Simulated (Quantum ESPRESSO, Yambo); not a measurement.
# Quasiparticle gap of SrCl2 (Fm-3m) in Yambo, part 3 of 3

Aim: the G0W0 gap of SrCl2 (Fm-3m) on PBE, step by step.

Quantum ESPRESSO 7.5 and Yambo 5.3.0; PBE and many-body steps on it, plane waves. Known limits of the many-body steps: not at the basis limit; no spin-orbit coupling.

So far. Step 3 (Bands along the symmetry lines): The gap is 5.343 eV, as in the run before at this level. Step 4 (Empty states on the mesh, 4×4×4 mesh, 101 bands): On this mesh the gap is 5.343 eV.

## 6. Screening and self-energy, 4×4×4 mesh, 101 bands, screening to 95.2 eV

G0W0 replaces the xc potential by the self-energy, built once from these orbitals. Only a window of levels is corrected, while the sums run over the empty bands that the input names.

This step: G0W0 on PBE, plane waves, norm-conserving pseudopotentials.

Input file gw1.in:

```
HF_and_locXC
gw0
dyson
ppa
em1d
rim_cut
RandQpts= 1000000
RandGvec= 1 RL
EXXRLvcs= 56 Ry
VXCRLvcs= 224 Ry
Chimod= "HARTREE"
% BndsRnXp
 1 | 101 |
%
NGsBlkXp= 7 Ry
% LongDrXp
 1 | 1 | 1 |
%
% GbndRnge
 1 | 101 |
%
DysSolver= "n"
ExtendOut
PPAPntXp= 27.21138 eV
% QPkrange
 1 | 8 | 7 | 17 |
%
```

Run with:

```console
> OMP_NUM_THREADS=1 mpirun -n 4 yambo -F gw1.in -J gw1 -C gw1 > gw1.log
```

Log:

```text
 Yambo, version 5.3.0

 [02] CORE Variables Setup
 =========================

  [... cell, symmetries and grids as in the set-up ...]

  [02.05] Energies & Occupations
  ==============================

  [X] === General ===
  [X] Electronic Temperature                        :  0.000000  0.000000 [eV K]
  [X] Bosonic    Temperature                        :  0.000000  0.000000 [eV K]
  [X] Finite Temperature mode                       : no
  [X] El. density                                   :  0.28270E+24 [cm-3]
  [X] Fermi Level                                   :  3.144460 [eV]

  [X] === Gaps and Widths ===
  [X] Conduction Band Min                           :  5.342898 [eV]
  [X] Valence Band Max                              :  0.000000 [eV]
  [X] Filled Bands                                  :  12
  [X] Empty Bands                                   :   13  101
  [X] Direct Gap                                    :  5.511898 [eV]
  [X] Direct Gap localized at k                     :   7
  [X] Indirect Gap                                  :  5.342898 [eV]
  [X] Indirect Gap between kpts                     :   7   1
  [X] Last valence band width                       :  1.042953 [eV]
  [X] 1st conduction band width                     :  1.387901 [eV]

 [03] Transferred momenta grid and indexing
 ==========================================

 IBZ Q-points                                      :   8
 BZ  Q-points                                      :   64

 K/Q-points units:
 rlu = crystal or reduced units; cc = cartesian coordinates; iku = interal k-units

 Q [1]          [rlu]:  0.000000  0.000000  0.000000
 Q [2]          [rlu]: -0.24672E-16 -0.24672E-16  0.25000
 Q [3]          [rlu]:  0.49343E-16  0.49343E-16 -0.50000
 Q [4]          [rlu]: -0.54799E-17  0.25000      0.25000
 Q [5]          [rlu]: -0.17850E-16  0.25000      0.50000
 Q [6]          [rlu]:  0.10758E-15  0.25000     -0.25000
 Q [7]          [rlu]:  0.10960E-16 -0.50000     -0.50000
 Q [8]          [rlu]:  0.250000 -0.500000 -0.250000

 [04] Coloumb potential Random Integration (RIM)
 ===============================================

  [04.01] RIM initialization
  ==========================

  * Diagonal components only detected *

  8 x (sBL volume)        :  0.054121 [a.u.]
  sBZ random points       :  1000000
  Points outside the sBZ  :   7996195
  RL volume               :  0.432965 [a.u.]
  Integrated volume       :  0.433171 [a.u.]

  [04.02] RIM integrals
  =====================

  Gamma point sphere radius             :  0.068613 [a.u.]
  Points outside the sphere             :   799659
  [Int_sBZ(q=0) 1/q^2]*(Vol_sBZ)^(-1/3) =:  7.764404
                                 should be <:  7.795600

  Summary of Coulomb integrals for non-metallic bands |Q|[au] RIM/Bare

  Q [1] 0.100000E-4 0.995998 * Q [2] 0.206363 1.065167
  Q [4] 0.238287 1.065194 * Q [6] 0.336989 1.026099
  Q [5] 0.395155 1.019892 * Q [3] 0.412726 1.016551
  Q [7] 0.476575 1.013307 * Q [8] 0.532827 1.010383

 [05] Dipoles
 ============

  [05.01] Setup: observables and procedures
  =========================================

  [WARNING] [x,Vnl] slows the Dipoles computation. To neglect it rename the ns.kb_pp file

 [06] Dynamic Dielectric Matrix (PPA)
 ====================================

 [WR./gw1//ndb.pp]---------------------------------------------------------------
  Brillouin Zone Q/K grids (IBZ/BZ)                :    8   64    8   64
  RL vectors                                       :   4957 [WF]
  Coulomb cutoff potential                         : none
  Electronic Temperature                           :  0.000000 [K]
  Bosonic    Temperature                           :  0.000000 [K]
  PPA    diel. fun.  energies                      : Perdew, Burke & Ernzerhof(X)+Perdew, Burke & Ernzerhof(C)
  wavefunctions                                    : Perdew, Burke & Ernzerhof(X)+Perdew, Burke & Ernzerhof(C)
  Global Gauge                                     : length
  X matrix size                                    :  181
  X band range                                     :    1  101
  X e/h energy range                               : -1.000000 -1.000000 [eV]
  X Time ordering                                  : R
  X Hxc Kernel                                     : HARTREE
  X Drude frequency                                :  0.000000  0.000000
  X poles                                          :  100.0000 [o/o]
  RL vectors in the sum                            :   4957
  [r,Vnl] included                                 : yes
  Field direction                                  :  0.577350E-5  0.577350E-5  0.577350E-5
  BZ energy Double Grid                            : no
  BZ energy DbGd points                            : 0
  BZ Q point size factor                           : -1.000000
  X Optical Averaged directions                    : none

 [07] Local Exchange-Correlation + Non-Local Fock
 ================================================

 [VXC] Plane waves :   32455
 [EXS] Plane waves :   4111

 QP @ state[ 1 ] K range:   1   8
 QP @ state[ 1 ] b range:   7  17

 [xc] Functional : Perdew, Burke & Ernzerhof(X)+Perdew, Burke & Ernzerhof(C)
 [xc] LIBXC used to calculate xc functional
  PP Number of Atomic Species                      :  2
  NLCC RL compoments                               :   32455
  PP Number of Atomic Species                      :  2
  NLCC RL compoments                               :   32455

 [xc] E_xc :  -10.28969 [Ha]
      E_xc :  -20.57939 [Ry]

  Local XC kind (lXC) : Perdew, Burke & Ernzerhof(X)+Perdew, Burke & Ernzerhof(C)
  Non-Local XC kind (nlXC) : Hartree-Fock

  Corrections @ K [1] :  [eV]
 <7|nlXC|7> = -17.90257 -0.82665E-19 <7|lXC|7> = -13.07439  0.94408E-16
 <8|nlXC|8> = -17.90258  0.35069E-17 <8|lXC|8> = -13.07439 -0.18882E-15
 <9|nlXC|9> = -17.90260 -0.25233E-17 <9|lXC|9> = -13.07439 -0.94408E-16
 <10|nlXC|10> = -18.76878  0.14714E-17 <10|lXC|10> = -14.46865  0.14161E-15
 <11|nlXC|11> = -18.76870 -0.31545E-17 <11|lXC|11> = -14.46865 -0.94408E-16
 <12|nlXC|12> = -18.76883  0.71201E-18 <12|lXC|12> = -14.46865 -0.18882E-15
 <13|nlXC|13> = -3.816038 -0.41484E-18 <13|lXC|13> = -7.728242  0.94406E-16
 <14|nlXC|14> = -4.806619 -0.67617E-18 <14|lXC|14> = -9.737024 -0.18882E-15
 <15|nlXC|15> = -4.806626  0.14139E-17 <15|lXC|15> = -9.737027  0.28323E-15
 <16|nlXC|16> = -3.848854  0.78744E-18 <16|lXC|16> = -8.320453 -0.14161E-15
[...]
Corrections @ K [2] :  [eV]
[...]
Corrections @ K [3] :  [eV]
[...]
Corrections @ K [4] :  [eV]
[...]
Corrections @ K [5] :  [eV]
[...]
[... 2 further k-points ...]
  Corrections @ K [8] :  [eV]
[...]
<13|nlXC|13> = -4.617842  0.28710E-18 <13|lXC|13> = -9.091739 -0.23602E-16
 <14|nlXC|14> = -4.589119  0.66926E-18 <14|lXC|14> = -9.868522  0.23602E-16
 <15|nlXC|15> = -5.581936 -0.11497E-18 <15|lXC|15> = -10.86787  0.94409E-16
 <16|nlXC|16> = -5.581985  0.64300E-18 <16|lXC|16> = -10.86787 -0.83308E-20
 <17|nlXC|17> = -6.419357 -0.59179E-18 <17|lXC|17> = -12.22572 -0.47200E-16

  [07.01] Hartree-Fock occupations report
  =======================================

  [Hartree-Fock] === General ===
  [Hartree-Fock] Electronic Temperature             :  0.000000  0.000000 [eV K]
  [Hartree-Fock] Bosonic    Temperature             :  0.000000  0.000000 [eV K]
  [Hartree-Fock] Finite Temperature mode            : no
  [Hartree-Fock] El. density                        :  0.28270E+24 [cm-3]
  [Hartree-Fock] Fermi Level                        :  3.144460 [eV]

  [Hartree-Fock] === Gaps and Widths ===
  [Hartree-Fock] Conduction Band Min                :  9.255102 [eV]
  [Hartree-Fock] Valence Band Max                   : -4.190183 [eV]
  [Hartree-Fock] Filled Bands                       :  12
  [Hartree-Fock] Empty Bands                        :   13  101
  [Hartree-Fock] Direct Gap                         :  13.88938 [eV]
  [Hartree-Fock] Direct Gap localized at k          :  1
  [Hartree-Fock] Indirect Gap                       :  13.44529 [eV]
  [Hartree-Fock] Indirect Gap between kpts          :   7   1
  [Hartree-Fock] Last valence band width            :  1.393280 [eV]
  [Hartree-Fock] 1st conduction band width          :  2.678860 [eV]

 [08] Dyson equation: Newton solver
 ==================================

  [08.01] G0W0 (W PPA)
  ====================

  [  GW  ] Bands range     :    1  101
  [GW/PPA] G damping       :  0.100000 [eV]

  QP @ state[ 1 ] K range:   1   8
  QP @ state[ 1 ] b range:   7  17

   Sc/G bands                                       :    1  101
   Sc/G damping                                     :  0.100000 ev
   Sc bands terminator                              : no
   Sx RL components                                 :   4111

   QP @ state[ 1 ] K range                          :   1   8
   QP @ state[ 1 ] b range                          :   7  17
   GF energies kind                                 : Perdew, Burke & Ernzerhof(X)+Perdew, Burke & Ernzerhof(C)
   GF WF`s kind                                     : Perdew, Burke & Ernzerhof(X)+Perdew, Burke & Ernzerhof(C)
   Xs energies kind                                 : Perdew, Burke & Ernzerhof(X)+Perdew, Burke & Ernzerhof(C)
   Xs WF`s kind                                     : Perdew, Burke & Ernzerhof(X)+Perdew, Burke & Ernzerhof(C)

 [11] Game Over & Game summary
```

Elapsed: 4.7 min, on 4 MPI ranks of Arm Neoverse V1, shared host; peak memory 1.8 GiB.

Numbers from this step:

* G0W0 gap on the mesh: 7.474 eV
* starting gap on the mesh: 5.343 eV
* k of the valence top: 0, -0.5, -0.5
* k of the conduction bottom: 0, 0, 0
* least direct G0W0 gap on the computed points: 7.867 eV
* Z at the valence top: 0.8151
* Z at the conduction bottom: 0.8657

The gap on the mesh goes from 5.34 eV to 7.47 eV, a correction of +2.13 eV.

Limits: finite bands, cutoff and mesh; no spin-orbit coupling. v1 is the top filled band, c1 the lowest empty one. The levels before and after the correction (eV, zero at the valence-band top of each column):

```
           conduction bottom  valence top
Kohn-Sham               5.34         0.00
     G0W0               7.47         0.00
```

|  | level | energy (eV) |
| --- | --- | --- |
| Kohn-Sham | Γ v3-v1 | -0.334 |
| Kohn-Sham | Γ c1 | 5.343 |
| Kohn-Sham | Γ c2-c3 | 6.108 |
| Kohn-Sham | (0 -0.5 -0.5) v3-v2 | -0.396 |
| Kohn-Sham | (0 -0.5 -0.5) v1 | 0.000 |
| Kohn-Sham | (0 -0.5 -0.5) c1 | 5.512 |
| Kohn-Sham | (0 -0.5 -0.5) c2 | 7.054 |
| Kohn-Sham | (0 -0.5 -0.5) c3 | 7.636 |
| G0W0 | Γ v3-v1 | -0.393 |
| G0W0 | Γ c1 | 7.474 |
| G0W0 | Γ c2-c3 | 9.013 |
| G0W0 | (0 -0.5 -0.5) v3-v2 | -0.438 |
| G0W0 | (0 -0.5 -0.5) v1 | 0.000 |
| G0W0 | (0 -0.5 -0.5) c1 | 8.025 |
| G0W0 | (0 -0.5 -0.5) c2 | 10.180 |
| G0W0 | (0 -0.5 -0.5) c3 | 10.865 |

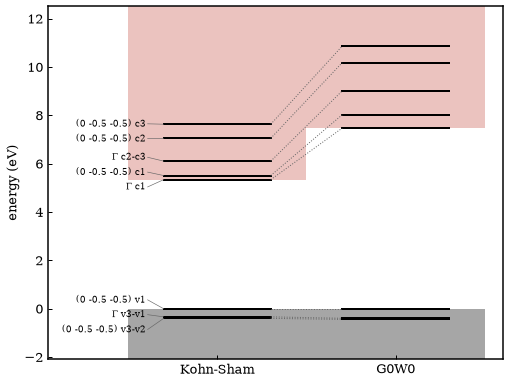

Levels before and after the correction. Shaded: valence and conduction bands.

## 7. Where the time went

Times are wall times on the hardware named with each run, good to a factor of about two.

```csv
step,time,share,memory (GiB)
ground state,7.4 s,2 %,0.27
bands along the symmetry lines,7.6 s,2 %,0.24
empty states on the mesh,8.3 s,3 %,0.35
conversion and set-up,2.6 s,1 %,0.25
screening and self-energy,4.7 min,92 %,1.8
```

## 8. Results

```json
{
  "PBE gap": "5.34 eV, indirect",
  "G0W0 gap on the mesh": "7.47 eV",
  "GW settings": "4×4×4 mesh, 101 bands, screening to 95.2 eV, Godby-Needs plasmon pole",
  "known limits": "not at the basis limit; no spin-orbit coupling"
}
```

What this shows: G0W0 moves the gap on the mesh from 5.34 eV to 7.47 eV (+2.13 eV), with Z of 0.82 and 0.87 at the edges. The dearest step here is «screening and self-energy». Bands and cutoff are finite, so the gap is not at the basis limit. The miss can reach some tenths of an eV and take either sign; the mesh is an error of its own. The many-body steps are scalar-relativistic: spin-orbit coupling is not in them.

[Paths, hosts, dates, memory and timing lines, banners, echoed tables and standing remarks are left out of the program output.]

[Logs are printed without paths, hosts, clocks, repeated set-up lines and the standing remarks that a program may print on its own settings, such as how far it seeks lower states.]

[Runs of the session that timed out or met a known fault of the program may be left out.]

[Hosts, paths, dates, database ids (printed as entryN), source tags and the programs' standing remarks are cut or masked in the printed files.]
